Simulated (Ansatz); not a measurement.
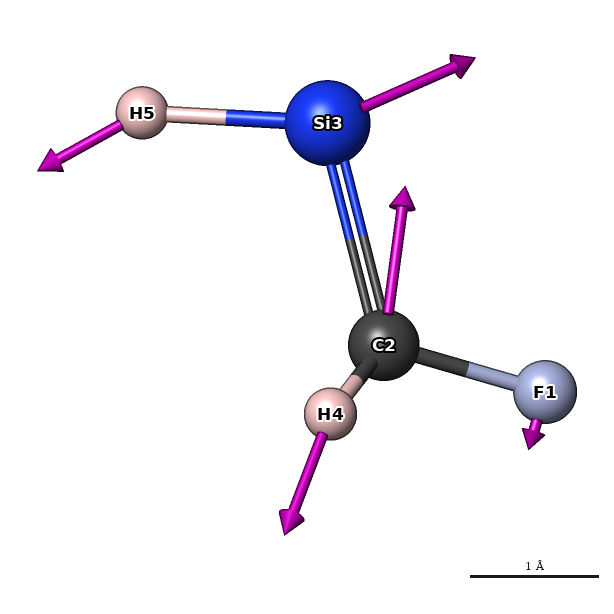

Arrows show the forces on the atoms, 0.9 Å of arrow for 1 eV/Å; forces under a tenth of the largest aren't drawn. State: neutral, doublet. Level of theory: ωB97X-V/def2-TZVPP (Ansatz 0.2.0).

List the force components in the frame of the picture (x right, y up, z towards the viewer), in eV/Å.

```
atom     Fx     Fy     Fz
  F1  −0.08  −0.27   0.03
  C2   0.15   1.12  −0.26
 Si3   1.00   0.44  −0.30
  H4  −0.34  −0.89   0.43
  H5  −0.74  −0.41   0.10
```
